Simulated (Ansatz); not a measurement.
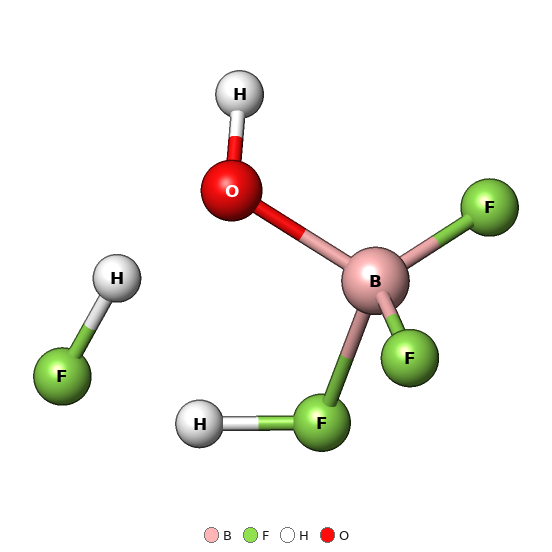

Sticks follow a distance rule. Harmonic vibrations computed with RKS PBE0-D4/def2-TZVP (Ansatz 0.2.0) at a stationary point of the same level.

How many imaginary frequencies does it have?

Answer. A first-order saddle point: one imaginary frequency, 489i cm⁻¹.

How many vibrational modes are there, and where do they lie?

Answer. 21 modes: 489i, 62, 286, 299, 391, 434, 478, 489, 540, 669, 775, 965, 1021, 1094, 1240, 1366, 1407, 1429, 1873, 2340, 3875 cm⁻¹.
